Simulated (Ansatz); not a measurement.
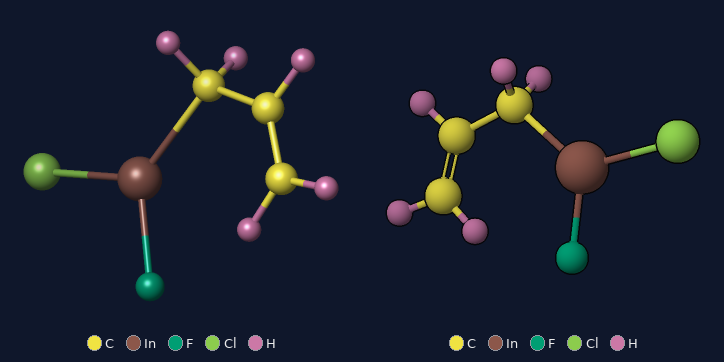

Both panels show the same species.

The geometry was computed by an optimisation with PBE0-D4/def2-TZVP.

Which formula does it have?

Answer. C3H5ClFIn, 11 atoms: 3 carbon, 5 hydrogen, 1 chlorine, 1 fluorine and 1 indium.

Name functional groups in it.

Answer. Among them: alkene.

Count the bonded pairs by element.

Answer. 5 C–H, 2 C–C, 1 C–In, 1 F–In, 1 Cl–In.

How many sets of symmetry-equivalent atoms are there?

Answer. 10: 1 C, 1 C, 1 C, 1 In, 1 F, 1 Cl, 1 H, 1 H, 1 H, 2 H.

Write the SMILES.

Answer. C=C[CH2][In]([F])[Cl]

More results for the same structure follow; atom numbers are the same in all pictures, views and colours differ.

### Geometry

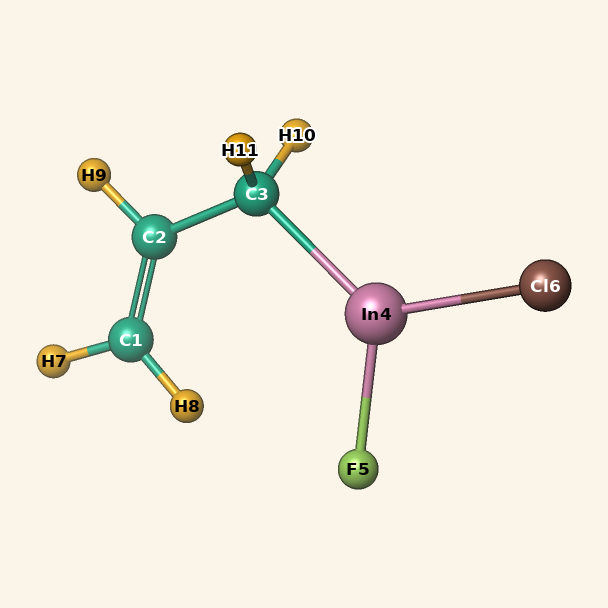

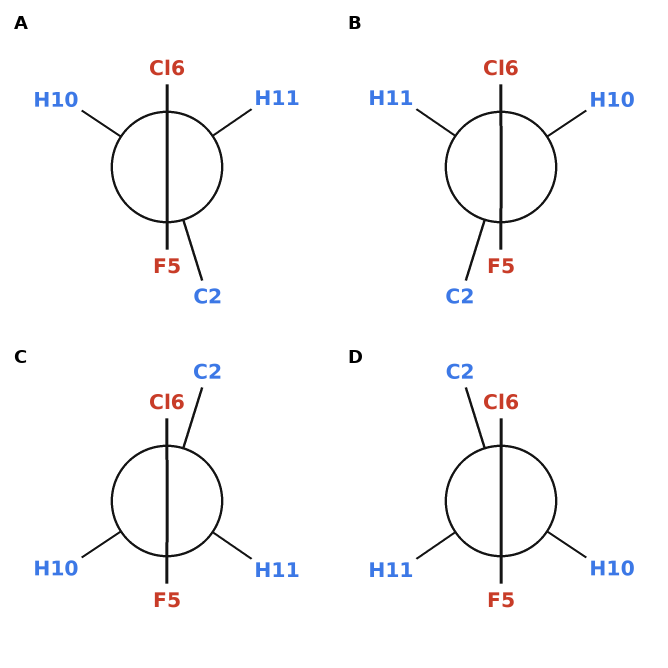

Distant atoms are faded towards the background colour. Bonds that would overlap in a projection are set slightly apart.

Which Newman projection shows the view along In4–C3, with In4 in front?

Answer. B. The torsion angle Cl6–In4–C3–C2 is 180°, antiperiplanar (anti).

### Electronic properties

Properties computed with RKS r2SCAN0-D4/def2-TZVPP, core potentials on In (Ansatz 0.2.0).

Computed properties:

- HOMO energy (Kohn–Sham orbital): −8.22 eV
- LUMO energy (Kohn–Sham orbital): −1.47 eV
- HOMO–LUMO gap: 6.75 eV
- dispersion correction: −7.4 kJ/mol

### Vibrations

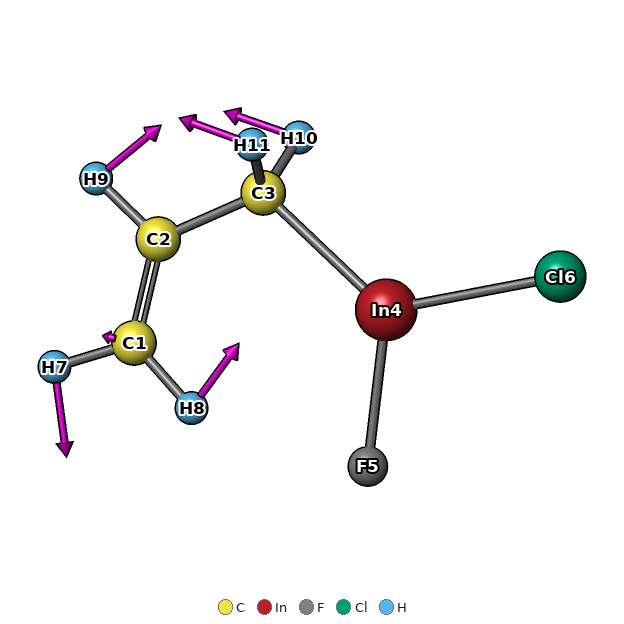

The arrows show one normal mode. Harmonic vibrations computed with RKS PBE0-D4/def2-TZVP, core potentials on In (Ansatz 0.2.0) at a stationary point of the same level.

Describe the motion.

Answer. Mostly C–C–H bending.

At what wavenumber does it lie?

Answer. 1043 cm⁻¹; it is mode 16 of 27 counted from the lowest.

### Dipole moment

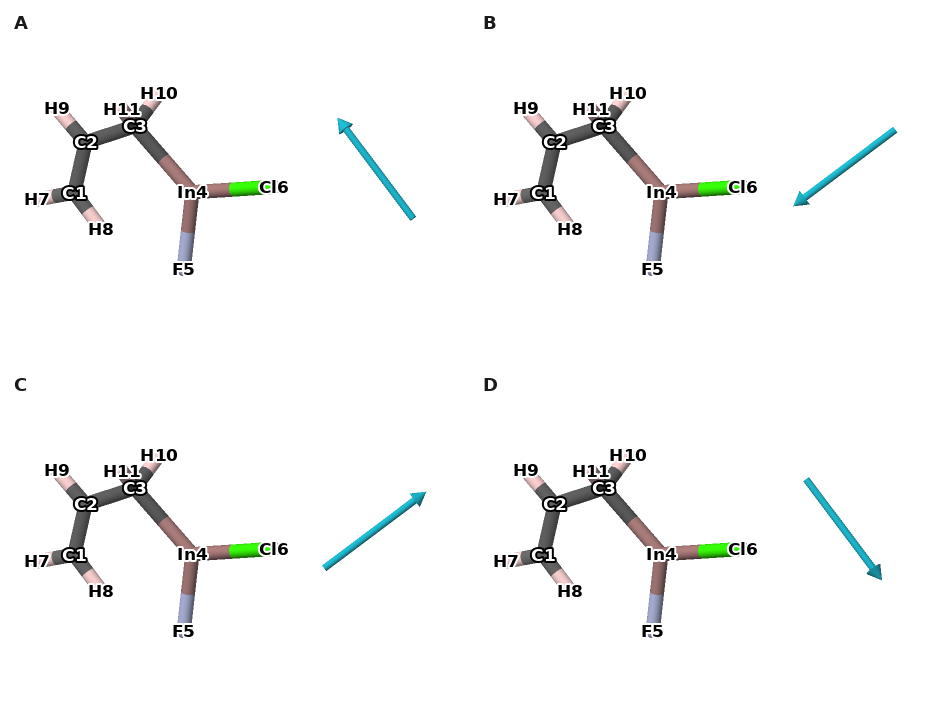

The same molecule four times, each with an arrow. Level of theory: RKS ωB97M-V/def2-TZVPP, core potentials on In (Ansatz 0.2.0).

Which arrow points along the dipole moment, from the negative to the positive end?

Answer. A. The dipole moment is 4.19 D; it points from the side of F5, Cl6 to the side of H9 (the outermost atoms at the two ends).
